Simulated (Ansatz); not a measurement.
**InH₄− (triplet): the correlation ladder at a displaced geometry (v2), def2-SVPD**

How much of the correlation energy of InH₄− (triplet) does each wave-function method recover here?

Computed with Ansatz 0.2.0, Gaussian basis. Level: def2-SVPD, core rule «outside noble gas», up to 9 orbitals frozen.

To be run: UHF; CCSD(T) on ROHF; CCSD(T) on UHF; BCCD(T) on ROHF; CISD as a restricted active space (open shells left free, so some higher excitations enter); CCSDT(Q) on ROHF; CCSDT(Q) on UHF; CASSCF and MRCISD+Q, 8 electrons in 8 orbitals; CASSCF and NEVPT2, 8 electrons in 8 orbitals.

23 further runs of the same task are left out: 2 for a known fault of the program, 1 that didn't finish, 20 set aside as unsound or not needed. Runs told in other sessions of the task aren't counted.

## 1. What is computed

The geometry is a PBE0/def2-TZVPD stationary point (not a proven minimum) with its atoms shifted at random (size 0.100 Å). No spin-orbit coupling is included. Elements past krypton take def2 core potentials.

5 atoms, charge -1, spin multiplicity 3.

Atoms are counted from 1 here; the program's logs count them from 0.

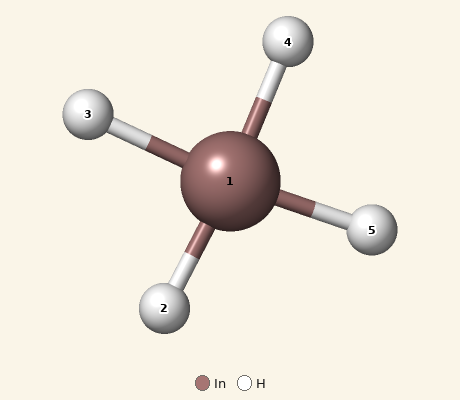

The geometry (indium brown, hydrogen white); atoms are numbered from 1 in the order of the file.

In the tables R marks a restricted open-shell determinant and U an unrestricted one; 'valence' is the active space of 8 electrons in 8 orbitals; energies count from the table's Hartree-Fock row.

## 2. UHF

File in.yaml:

```yaml
crystal:
  periodic: [false, false, false]
  atoms:
    - {symbol: In, position_ang: [0.003108, 0.001641, 0.000378]}
    - {symbol: H, position_ang: [1.101334, 0.010014, 1.275072]}
    - {symbol: H, position_ang: [-1.348246, -0.022409, 1.266892]}
    - {symbol: H, position_ang: [-1.265137, -0.077679, -1.241094]}
    - {symbol: H, position_ang: [1.158004, -0.096812, -1.343977]}
basis:
  gaussian: {orbitals: def2-SVPD}
total_charge: -1
magnetization: {spin_polarized: true, initial_magnetization: 2}
hamiltonian: {xc: hf}
output: {orbitals: {seedname: orbitals}}
```

Run with:

```console
$ ansatz run in.yaml --threads 1 --pin off --events-out ev --progress --plain --max-ram 2393MiB
```

The program printed:

```text
Functional definition: HF
  name "HF"
  cite "Fock, Z. Phys. 61, 126 (1930) doi:10.1007/BF01340294"
  parent pbe
  exchange = exact_x
  correlation = 0
742 factors; integrals over basis functions are off by at most 2.4e-4 eV
mean field evaluation 1: about -5205.9978 eV, gradient 9.6e0 eV
mean field evaluation 2: about -5206.0068 eV, gradient 9.6e0 eV
mean field evaluation 4: about -5206.8277 eV, gradient 1.3e0 eV
mean field evaluation 8: about -5206.8741 eV, gradient 1.9e-1 eV
mean field evaluation 16: about -5205.7305 eV, gradient 5.7e0 eV
mean field evaluation 32: about -5197.8256 eV, gradient 2.1e1 eV
mean field evaluation 64: about -5206.6081 eV, gradient 1.4e0 eV
mean field evaluation 96: about -5206.8740 eV, gradient 2.0e-1 eV
mean field -5206.87890097 eV, -191.3492702613 hartree, gradient 2.1e-5 eV, S^2 2.047431; 0 other end points of the search recorded, 0 dependent functions left out
reference -5206.87890097 eV, -191.3492702613 hartree; 14, 12 occupied and 50, 52 virtual orbitals, 742 factors
Total energy: -5206.87890097 eV, -191.3492702613 hartree
```

Wall time 1.5 s (1 thread of Arm Neoverse V2, shared host).

From the report: ⟨S²⟩ of the determinant 2.047 (pure triplet: 2.00).

## 3. CCSD(T) on ROHF

Edit in.yaml of step 2 so:

```diff
@@ -11,4 +11,3 @@
 total_charge: -1
-magnetization: {spin_polarized: true, initial_magnetization: 2}
-hamiltonian: {xc: hf}
-output: {orbitals: {seedname: orbitals}}
+magnetization: {spin_polarized: false, initial_magnetization: 2}
+correlation: {method: ccsd_t, electrons: outside_noble_gas}
```

Launched as before.

The program printed (excerpt; [...] marks lines left out):

```text
Functional definition: HF
  name "HF"
  cite "Fock, Z. Phys. 61, 126 (1930) doi:10.1007/BF01340294"
  parent pbe
[...]
742 factors; integrals over basis functions are off by at most 2.4e-4 eV
[...]
mean field -5206.62554127 eV, -191.3399594641 hartree, gradient 2.1e-6 eV, S^2 2.000000; 9 other end points of the search recorded, 0 dependent functions left out
[...]
determinant -5206.62554127 eV, -191.3399594641 hartree, with singles and doubles -5210.66646302 eV, -191.4884605993 hartree
determinant -5205.45447630 eV, -191.2969236202 hartree, with singles and doubles -5209.29938098 eV, -191.4382212612 hartree
determinant -5204.53765271 eV, -191.2632309748 hartree, with singles and doubles -5208.55759007 eV, -191.4109609480 hartree
determinant -5203.72354342 eV, -191.2333130100 hartree, with singles and doubles -5207.59742441 eV, -191.3756755109 hartree
9 core orbitals not correlated: weight in the atoms' cores, before any rotation towards them, 0.991 or more for the frozen orbitals, at most 0.007 for the correlated occupied ones
reference -5206.62554127 eV, -191.3399594641 hartree; 5, 3 occupied and 50, 52 virtual orbitals, 742 factors
second order -3.03099052 eV of doubles, -0.11555112 eV of singles
cycle   1  -3.98744083 eV  change   -1.8e-1 eV  update   2.1e-2
[...]
cycle   9  -3.99841598 eV  change   -2.5e-6 eV  update   1.0e-5
perturbative correction -0.12672015 eV, -0.0046568798 hartree
Total energy: -5210.75067740 eV, -191.4915554209 hartree
```

Wall time 6.5 s (1 thread of Arm Neoverse V2, shared host).

From the report: correlation -4.1251 eV; T1 0.031; largest double amplitude 0.05.

## 4. CCSD(T) on UHF

Edit in.yaml of step 3 so:

```diff
@@ -11,3 +11,3 @@
 total_charge: -1
-magnetization: {spin_polarized: false, initial_magnetization: 2}
+magnetization: {spin_polarized: true, initial_magnetization: 2}
 correlation: {method: ccsd_t, electrons: outside_noble_gas}
```

The command is unchanged.

The program printed (excerpt; [...] marks lines left out):

```text
Functional definition: HF
  name "HF"
  cite "Fock, Z. Phys. 61, 126 (1930) doi:10.1007/BF01340294"
  parent pbe
[...]
742 factors; integrals over basis functions are off by at most 2.4e-4 eV
[...]
mean field -5206.87890097 eV, -191.3492702613 hartree, gradient 2.2e-6 eV, S^2 2.047431; 10 other end points of the search recorded, 0 dependent functions left out
determinant -5206.87890097 eV, -191.3492702613 hartree, with singles and doubles -5210.67097611 eV, -191.4886264523 hartree
determinant -5205.79763011 eV, -191.3095342903 hartree, with singles and doubles -5209.29979684 eV, -191.4382365435 hartree
determinant -5204.91790579 eV, -191.2772050178 hartree, with singles and doubles -5208.55528117 eV, -191.4108760975 hartree
determinant -5204.06813826 eV, -191.2459766369 hartree, with singles and doubles -5207.60103874 eV, -191.3758083350 hartree
9 core orbitals not correlated: weight in the atoms' cores, before any rotation towards them, 0.990 or more for the frozen orbitals, at most 0.008 for the correlated occupied ones
reference -5206.87890097 eV, -191.3492702613 hartree; 5, 3 occupied and 50, 52 virtual orbitals, 742 factors
second order -2.85541150 eV of doubles, -0.00000000 eV of singles
cycle   1  -3.74552954 eV  change   -1.7e-1 eV  update   2.2e-2
[...]
cycle  10  -3.75775339 eV  change   -2.4e-6 eV  update   5.6e-6
perturbative correction -0.11983239 eV, -0.0044037591 hartree
Total energy: -5210.75648674 eV, -191.4917689102 hartree
```

Run time: 6 s. Hardware: 1 thread of Arm Neoverse V2, shared host.

From the report: ⟨S²⟩ of the determinant 2.047 (pure triplet: 2.00); correlation -3.8776 eV; T1 0.029; largest double amplitude 0.05.

## 5. BCCD(T) on ROHF

Edit in.yaml of step 4 so:

```diff
@@ -11,3 +11,3 @@
 total_charge: -1
-magnetization: {spin_polarized: true, initial_magnetization: 2}
-correlation: {method: ccsd_t, electrons: outside_noble_gas}
+magnetization: {spin_polarized: false, initial_magnetization: 2}
+correlation: {method: bccd_t, electrons: outside_noble_gas}
```

Same command.

The program printed (excerpt; [...] marks lines left out):

```text
Functional definition: HF
  name "HF"
  cite "Fock, Z. Phys. 61, 126 (1930) doi:10.1007/BF01340294"
  parent pbe
[...]
742 factors; integrals over basis functions are off by at most 2.4e-4 eV
[...]
mean field -5206.62554127 eV, -191.3399594641 hartree, gradient 2.1e-6 eV, S^2 2.000000; 9 other end points of the search recorded, 0 dependent functions left out
[...]
determinant -5206.62554127 eV, -191.3399594641 hartree, with singles and doubles -5210.66646302 eV, -191.4884605993 hartree
determinant -5205.45447630 eV, -191.2969236202 hartree, with singles and doubles -5209.29938098 eV, -191.4382212612 hartree
determinant -5204.53765271 eV, -191.2632309748 hartree, with singles and doubles -5208.55759007 eV, -191.4109609480 hartree
determinant -5203.72354342 eV, -191.2333130100 hartree, with singles and doubles -5207.59742441 eV, -191.3756755109 hartree
9 core orbitals not correlated: weight in the atoms' cores, before any rotation towards them, 0.991 or more for the frozen orbitals, at most 0.007 for the correlated occupied ones
reference -5206.62554127 eV, -191.3399594641 hartree; 5, 3 occupied and 50, 52 virtual orbitals, 742 factors
second order -3.03099052 eV of doubles, -0.11555112 eV of singles
cycle   1  -3.99702927 eV  change   -1.9e-1 eV  update   2.3e-2
[...]
cycle  11  -3.99901085 eV  change    1.1e-6 eV  update   7.9e-6
perturbative correction -0.12541596 eV, -0.0046089513 hartree
Total energy: -5210.74996807 eV, -191.4915293535 hartree
```

It took 7.5 s on 1 thread of Arm Neoverse V2, shared host; peak memory 0.27 GiB.

From the report: correlation -4.1244 eV; largest double amplitude 0.05.

## 6. CISD as a restricted active space (open shells left free, so some higher excitations enter)

Edit in.yaml of step 5 so:

```diff
@@ -12,2 +12,2 @@
 magnetization: {spin_polarized: false, initial_magnetization: 2}
-correlation: {method: bccd_t, electrons: outside_noble_gas}
+correlation: {active_space: {ras: {orbitals: [3, 2, 50], electrons: 8, max_holes: 2, max_particles: 2}, fixed_orbitals: true}}
```

Launched as before.

The program printed:

```text
Functional definition: HF
  name "HF"
  cite "Fock, Z. Phys. 61, 126 (1930) doi:10.1007/BF01340294"
  parent pbe
  exchange = exact_x
  correlation = 0
742 factors; integrals over basis functions are off by at most 2.4e-4 eV
mean field evaluation 1: about -5205.8011 eV, gradient 1.3e1 eV
mean field evaluation 2: about -5205.8101 eV, gradient 1.3e1 eV
mean field evaluation 4: about -5206.6070 eV, gradient 9.7e-1 eV
mean field evaluation 8: about -5206.6203 eV, gradient 1.9e-1 eV
mean field evaluation 16: about -5206.6255 eV, gradient 2.1e-6 eV
mean field evaluation 32: about -5206.6251 eV, gradient 7.2e-2 eV
mean field -5206.62554127 eV, -191.3399594641 hartree, gradient 2.1e-6 eV, S^2 2.000000; 5 other end points of the search recorded, 0 dependent functions left out
reference -5206.62554127 eV, -191.3399594641 hartree; 14, 12 occupied and 50, 52 virtual orbitals, 742 factors
state -5210.39148487 eV, -191.4783553388 hartree
Total energy: -5210.39148487 eV, -191.4783553388 hartree
```

It took 3.9 s on 1 thread of Arm Neoverse V2, shared host.

From the report: 207,775 determinants.

## 7. CCSDT(Q) on ROHF

Edit in.yaml of step 6 so:

```diff
@@ -12,2 +12,2 @@
 magnetization: {spin_polarized: false, initial_magnetization: 2}
-correlation: {active_space: {ras: {orbitals: [3, 2, 50], electrons: 8, max_holes: 2, max_particles: 2}, fixed_orbitals: true}}
+correlation: {method: ccsdt_q, electrons: outside_noble_gas}
```

Same command.

The program printed (excerpt; [...] marks lines left out):

```text
Functional definition: HF
  name "HF"
  cite "Fock, Z. Phys. 61, 126 (1930) doi:10.1007/BF01340294"
  parent pbe
[...]
1293 factors; integrals over basis functions are off by at most 2.5e-7 eV
[...]
mean field -5206.62561767 eV, -191.3399622718 hartree, gradient 2.9e-6 eV, S^2 2.000000; 8 other end points of the search recorded, 0 dependent functions left out
[...]
determinant -5206.62561767 eV, -191.3399622718 hartree, with singles and doubles -5210.66657950 eV, -191.4884648801 hartree
determinant -5205.45455832 eV, -191.2969266346 hartree, with singles and doubles -5209.29312928 eV, -191.4379915153 hartree
determinant -5203.72361958 eV, -191.2333158089 hartree, with singles and doubles -5207.59586509 eV, -191.3756182069 hartree
9 core orbitals not correlated: weight in the atoms' cores, before any rotation towards them, 0.991 or more for the frozen orbitals, at most 0.007 for the correlated occupied ones
reference -5206.62561767 eV, -191.3399622718 hartree; 5, 3 occupied and 50, 52 virtual orbitals, 1293 factors
second order -3.03100206 eV of doubles, -0.11555109 eV of singles
cycle   1  -3.73921358 eV  change   -5.9e-1 eV  update   8.0e-2
[...]
cycle  17  -4.15904393 eV  change   -4.7e-7 eV  update   3.5e-7
perturbative correction -0.00495606 eV, -0.0001821317 hartree
Total energy: -5210.78961766 eV, -191.4929864488 hartree
```

It took 98 s on 1 thread of Arm Neoverse V2, shared host; peak memory 0.63 GiB.

From the report: correlation -4.1640 eV; T1 0.033; largest double amplitude 0.06.

## 8. CCSDT(Q) on UHF

Edit in.yaml of step 7 so:

```diff
@@ -11,3 +11,3 @@
 total_charge: -1
-magnetization: {spin_polarized: false, initial_magnetization: 2}
+magnetization: {spin_polarized: true, initial_magnetization: 2}
 correlation: {method: ccsdt_q, electrons: outside_noble_gas}
```

Launched as before.

The program printed (excerpt; [...] marks lines left out):

```text
Functional definition: HF
  name "HF"
  cite "Fock, Z. Phys. 61, 126 (1930) doi:10.1007/BF01340294"
  parent pbe
[...]
1293 factors; integrals over basis functions are off by at most 2.5e-7 eV
[...]
mean field -5206.87897749 eV, -191.3492730733 hartree, gradient 2.0e-6 eV, S^2 2.047431; 8 other end points of the search recorded, 0 dependent functions left out
determinant -5206.87897749 eV, -191.3492730733 hartree, with singles and doubles -5210.67106257 eV, -191.4886296296 hartree
determinant -5205.79771396 eV, -191.3095373715 hartree, with singles and doubles -5209.29989404 eV, -191.4382401158 hartree
determinant -5204.91798087 eV, -191.2772077770 hartree, with singles and doubles -5208.55536058 eV, -191.4108790155 hartree
determinant -5204.06821473 eV, -191.2459794470 hartree, with singles and doubles -5207.60112114 eV, -191.3758113629 hartree
9 core orbitals not correlated: weight in the atoms' cores, before any rotation towards them, 0.990 or more for the frozen orbitals, at most 0.008 for the correlated occupied ones
reference -5206.87897749 eV, -191.3492730733 hartree; 5, 3 occupied and 50, 52 virtual orbitals, 1293 factors
second order -2.85542234 eV of doubles, -0.00000000 eV of singles
cycle   1  -3.44254870 eV  change   -5.9e-1 eV  update   8.2e-2
[...]
cycle  16  -3.91400431 eV  change   -1.3e-7 eV  update   8.2e-7
perturbative correction -0.00493315 eV, -0.0001812897 hartree
Total energy: -5210.79791494 eV, -191.4932913683 hartree
```

It took 88 s on 1 thread of Arm Neoverse V2, shared host; peak memory 0.6 GiB.

From the report: ⟨S²⟩ of the determinant 2.047 (pure triplet: 2.00); correlation -3.9189 eV; T1 0.031; largest double amplitude 0.06.

## 9. CASSCF and MRCISD+Q, 8 electrons in 8 orbitals

Edit in.yaml of step 8 so:

```diff
@@ -11,3 +11,3 @@
 total_charge: -1
-magnetization: {spin_polarized: true, initial_magnetization: 2}
-correlation: {method: ccsdt_q, electrons: outside_noble_gas}
+magnetization: {spin_polarized: false, initial_magnetization: 2}
+correlation: {method: fic_mrcisd_q, electrons: outside_noble_gas, active_space: {window: {electrons: 8, orbitals: 8}, shells: [{species: H, l: s, shell: 1}, {species: In, l: s, shell: 5}, {species: In, l: p, shell: 5}]}}
```

The command is unchanged.

The program printed (excerpt; [...] marks lines left out):

```text
Functional definition: HF
  name "HF"
  cite "Fock, Z. Phys. 61, 126 (1930) doi:10.1007/BF01340294"
  parent pbe
[...]
1293 factors; integrals over basis functions are off by at most 2.5e-7 eV
[...]
mean field -5206.62561767 eV, -191.3399622718 hartree, gradient 2.9e-6 eV, S^2 2.000000; 5 other end points of the search recorded, 0 dependent functions left out
reference -5206.62561767 eV, -191.3399622718 hartree; 14, 12 occupied and 50, 52 virtual orbitals, 1293 factors
state -5208.29964974 eV, -191.4014818156 hartree
contracted CI cycle   1: correlation 0.00000000 eV, 0.0000000000 hartree, residual 1.07e1 eV
contracted CI cycle   2: correlation -2.21899856 eV, -0.0815466929 hartree, residual 2.24e0 eV
contracted CI cycle   3: correlation -2.32405708 eV, -0.0854075224 hartree, residual 5.78e-1 eV
contracted CI cycle   4: correlation -2.33074484 eV, -0.0856532930 hartree, residual 1.47e-1 eV
contracted CI cycle   5: correlation -2.33121003 eV, -0.0856703883 hartree, residual 3.76e-2 eV
contracted CI cycle   6: correlation -2.33124230 eV, -0.0856715744 hartree, residual 1.02e-2 eV
contracted CI cycle   7: correlation -2.33124488 eV, -0.0856716692 hartree, residual 3.34e-3 eV
contracted CI cycle   8: correlation -2.33124519 eV, -0.0856716806 hartree, residual 1.22e-3 eV
state -5208.29964974 eV, -191.4014818156 hartree; corrected -5210.79113957 eV, -191.4930423781 hartree
Total energy: -5210.79113957 eV, -191.4930423781 hartree
Checks for a lower state left out: starts, orbital_swaps
```

Run time: 8 s. Hardware: 1 thread of Arm Neoverse V2, shared host; peak memory 0.37 GiB.

From the report: 4,900 determinants; active occupations 1.97, 1.96, 1.95, 1.01, 1.00, 0.05, 0.03, 0.02.

## 10. CASSCF and NEVPT2, 8 electrons in 8 orbitals

Edit in.yaml of step 9 so:

```diff
@@ -12,2 +12,2 @@
 magnetization: {spin_polarized: false, initial_magnetization: 2}
-correlation: {method: fic_mrcisd_q, electrons: outside_noble_gas, active_space: {window: {electrons: 8, orbitals: 8}, shells: [{species: H, l: s, shell: 1}, {species: In, l: s, shell: 5}, {species: In, l: p, shell: 5}]}}
+correlation: {method: sc_nevpt2, electrons: outside_noble_gas, active_space: {window: {electrons: 8, orbitals: 8}, shells: [{species: H, l: s, shell: 1}, {species: In, l: s, shell: 5}, {species: In, l: p, shell: 5}]}}
```

Launched as before.

The program printed:

```text
Functional definition: HF
  name "HF"
  cite "Fock, Z. Phys. 61, 126 (1930) doi:10.1007/BF01340294"
  parent pbe
  exchange = exact_x
  correlation = 0
1293 factors; integrals over basis functions are off by at most 2.5e-7 eV
mean field evaluation 1: about -5205.8007 eV, gradient 1.3e1 eV
mean field evaluation 2: about -5205.8102 eV, gradient 1.3e1 eV
mean field evaluation 4: about -5206.6071 eV, gradient 9.7e-1 eV
mean field evaluation 8: about -5206.6204 eV, gradient 1.9e-1 eV
mean field evaluation 16: about -5206.6256 eV, gradient 2.9e-6 eV
mean field evaluation 32: about -5206.6248 eV, gradient 1.1e-1 eV
mean field -5206.62561767 eV, -191.3399622718 hartree, gradient 2.9e-6 eV, S^2 2.000000; 5 other end points of the search recorded, 0 dependent functions left out
reference -5206.62561767 eV, -191.3399622718 hartree; 14, 12 occupied and 50, 52 virtual orbitals, 1293 factors
state -5208.29964974 eV, -191.4014818156 hartree
state -5208.29964974 eV, -191.4014818156 hartree; corrected -5210.06402588 eV, -191.4663214427 hartree
Total energy: -5210.06402588 eV, -191.4663214427 hartree
Checks for a lower state left out: starts, orbital_swaps
```

It took 5 s on 1 thread of Arm Neoverse V2, shared host.

From the report: 4,900 determinants; active occupations 1.97, 1.96, 1.95, 1.01, 1.00, 0.05, 0.03, 0.02.

## 11. How many determinants matter

Natural occupations of the CASSCF valence state about the gap (report; correlated orbitals 1 to 8): 1.975, 1.957, 1.951, 1.009, 1.000, 0.052, 0.032, 0.024. The count of effectively unpaired electrons, Σ n²(2 − n)², is 2.04; a single determinant of this spin has 2.

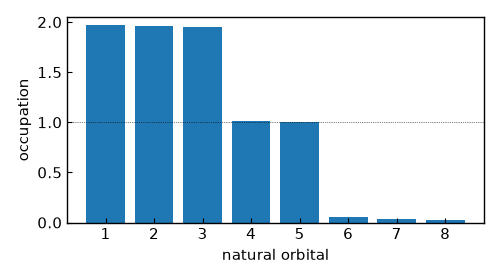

Natural occupations of the CASSCF valence state.

## 12. All levels against the top one

The yardstick is UCCSDT(Q), where the cluster series has nearly closed. Rows without a time are mean-field rows or come out of runs for another level: lower rungs of the coupled-cluster runs, CASSCF and MRCISD of the multireference runs, or the Hartree-Fock search.

Differences are taken before rounding.

```tsv
method	energy from the lowest ROHF (meV)	from UCCSDT(Q) (meV)	time
ROHF	0.0	+4172.4	
UHF	-253.4	+3919.0	
RMP2	-3146.5	+1025.8	
UMP2	-3108.8	+1063.6	
RCCSD	-3998.4	+174.0	
UCCSD	-4011.1	+161.3	
RCCSD(T)	-4125.1	+47.2	6.5 s
UCCSD(T)	-4130.9	+41.4	6 s
BCCD(T)	-4124.4	+47.9	7.5 s
RCCSDT	-4159.1	+13.3	
UCCSDT	-4167.4	+4.9	
RCCSDT(Q)	-4164.1	+8.3	98 s
UCCSDT(Q)	-4172.4	0	88 s
CASSCF valence	-1674.1	+2498.3	
NEVPT2 valence	-3438.5	+733.9	5 s
MRCISD valence	-4005.4	+167.0	
MRCISD+Q valence	-4165.6	+6.8	8 s
```

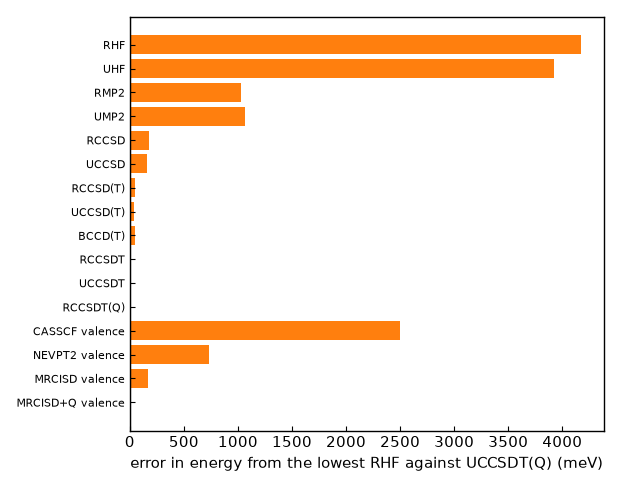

Error of each method against UCCSDT(Q).

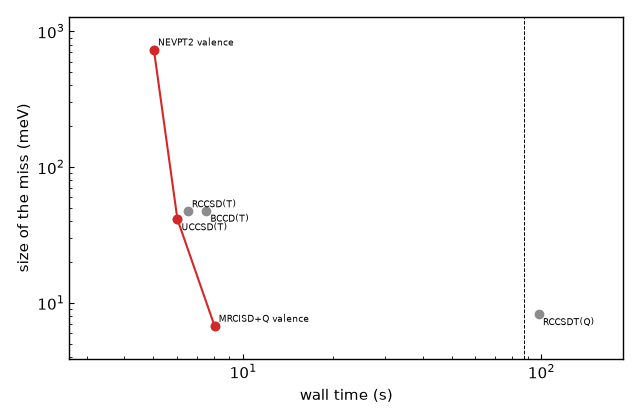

Miss against cost. Red marks the levels that no quicker level drawn beats (of those quicker than the yardstick), and the dashed line is the time of UCCSDT(Q). Times are from a shared host.

Not comparable, so not listed: CISD as a restricted active space (open shells left free, so some higher excitations enter) (they don't share determinant, frozen orbitals or solution with the rows shown, or repeat one).

## 13. Summary of results

| quantity | value |
| --- | --- |
| UCCSDT(Q) from the ROHF energy | -4.1724 eV |
| RMP2 from UCCSDT(Q) | +1025.8 meV |
| UMP2 from UCCSDT(Q) | +1063.6 meV |
| RCCSD from UCCSDT(Q) | +174.0 meV |
| RCCSD(T) from UCCSDT(Q) | +47.2 meV |
| UCCSD(T) from UCCSDT(Q) | +41.4 meV |
| RCCSDT(Q) from UCCSDT(Q) | +8.3 meV |
| NEVPT2 valence from UCCSDT(Q) | +733.9 meV |
| MRCISD+Q valence from UCCSDT(Q) | +6.8 meV |
| levels within 1 kcal/mol (43 meV) | UCCSD(T), RCCSDT, UCCSDT, RCCSDT(Q), MRCISD+Q valence |
| T1 diagnostic | 0.031 |
| effectively unpaired electrons | 2.04 |

What this shows: RCCSD(T) lands +47.2 meV from the yardstick (1.1 % of the correlation energy). One determinant dominates. Of the multireference levels listed MRCISD+Q valence comes nearest in total energy (+6.8 meV), which doesn't show that its space is the better one. These misses are within one basis, not against nature; the frozen cores of restricted and unrestricted runs differ, which can shift their rows.

For cost: MRCISD+Q valence gets within 6.8 meV in 8 s, where UCCSDT(Q) took 88 s; the quickest level in the cost chart, NEVPT2 valence, takes 5 s and misses by 733.9 meV.
